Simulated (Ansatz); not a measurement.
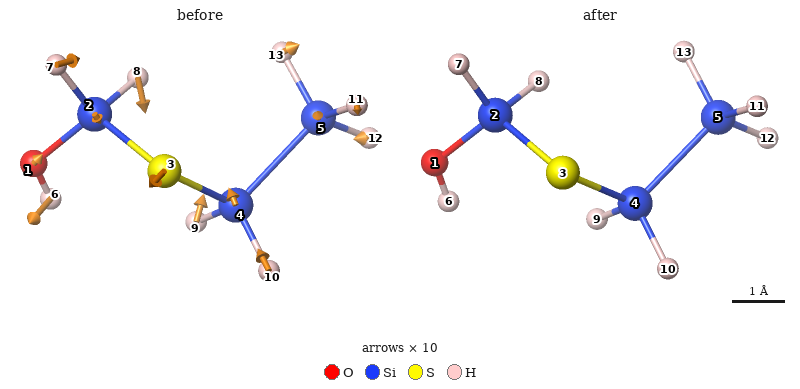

The structure of Si$_{3}$H$_{8}$SO before (left) and after (right) a relaxation, at one scale. The orange arrows give the displacements, magnified 10 times.

Style: ball-and-stick. Shown face on.

The start comes from PBE-D4/def2-SVP.

Level of theory: Ansatz 0.2.0, RKS PBE0-D4/def2-TZVP. Settings: force threshold 0.005 eV/Å; at most 150 steps.

**What changed between the two?**

After 13 geometry steps the energy has fallen by 1.49 kcal/mol. Largest force component: 0.96 eV/Å at the start, 0.0031 eV/Å at the end. The forces were under the threshold at step 6, but the run went on from there. The largest move after the best rigid fit is that of H6, 0.11 Å. Largest moves by element: H 0.11 Å, S 0.06 Å, Si 0.04 Å, O 0.03 Å. Near-neighbour distances that change, for instance: O1–Si2 1.675 → 1.639 Å, Si2–S3 2.169 → 2.136 Å, S3–Si4 2.175 → 2.146 Å, Si2–H8 1.507 → 1.487 Å. Bond angles that change, for instance: Si2–O1–H6 115.5° → 118.0°.
